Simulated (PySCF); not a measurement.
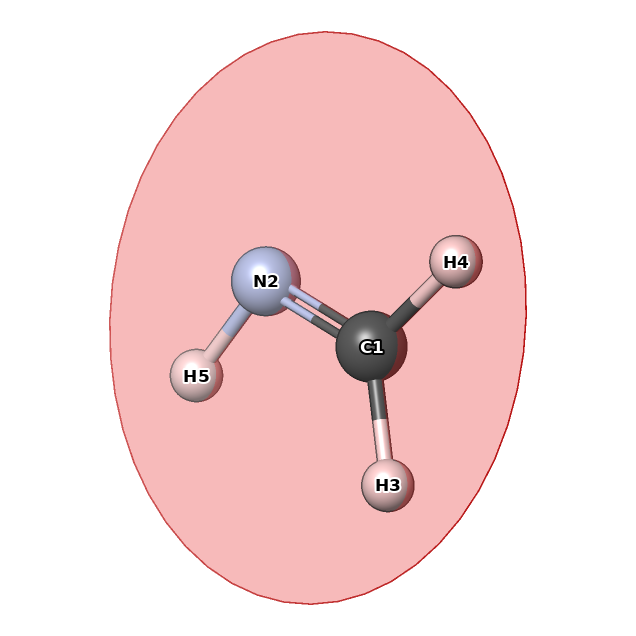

A disc through the centre of mass is drawn in. Depth is shown by fading: the farther an atom, the more it takes the colour of the background. The geometry was computed by an optimisation with PBE0-D3(BJ)/def2-SVP. No frequency run is at hand to confirm it as a minimum.

Question: Is the plane of the disc a mirror plane of the structure?

Answer: Yes. The reflection leaves C1, N2, H3, H4, H5 in place. The point group is Cs.
